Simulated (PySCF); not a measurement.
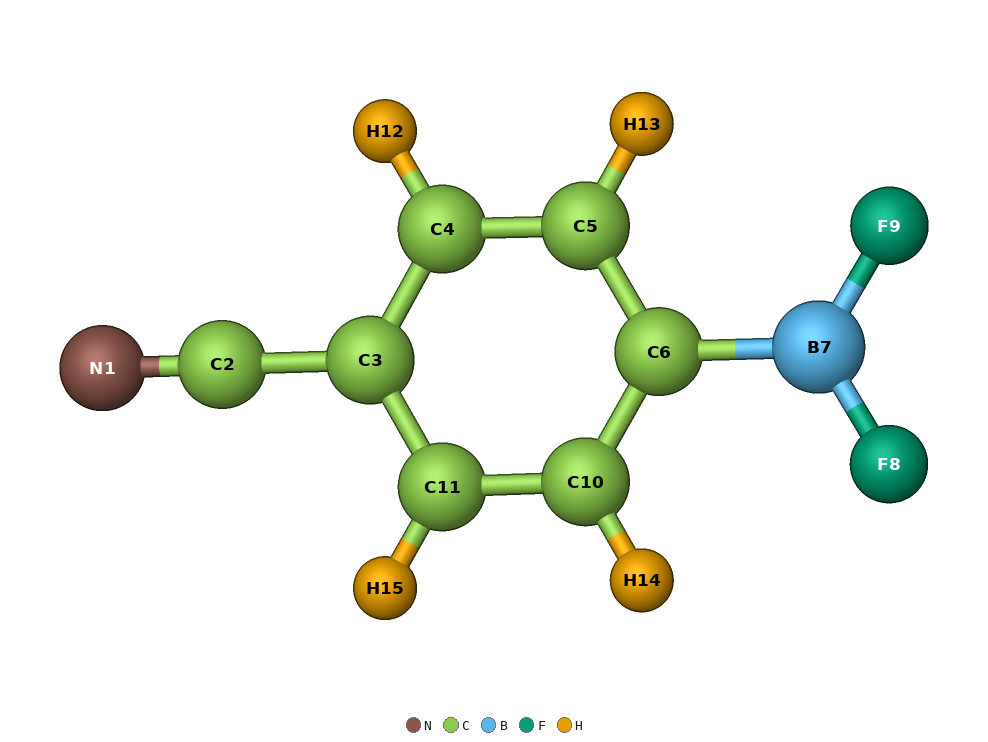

The computed structure is the end point of a PBE0-D3(BJ)/def2-SVP optimisation. No frequency run is at hand to confirm it as a minimum. Method: TDDFT ωB97X-D/def2-SVPD, vertical, gas phase, core orbitals frozen in the response (PySCF 2.14.0), and the same with a continuum solvent (IEF-PCM, Bondi radii x 1.2, gas-phase geometry).

How do dipole (D), HOMO–LUMO gap (eV), lowest singlet (eV) change in acetone (ε = 20.5), water (ε = 78.4)?

```tsv
medium	dipole (D)	HOMO–LUMO gap (eV)	lowest singlet (eV)
gas phase	2.35	9.11	4.93
acetone	3.24	9.15	4.83
water	3.29	9.14	4.83
```
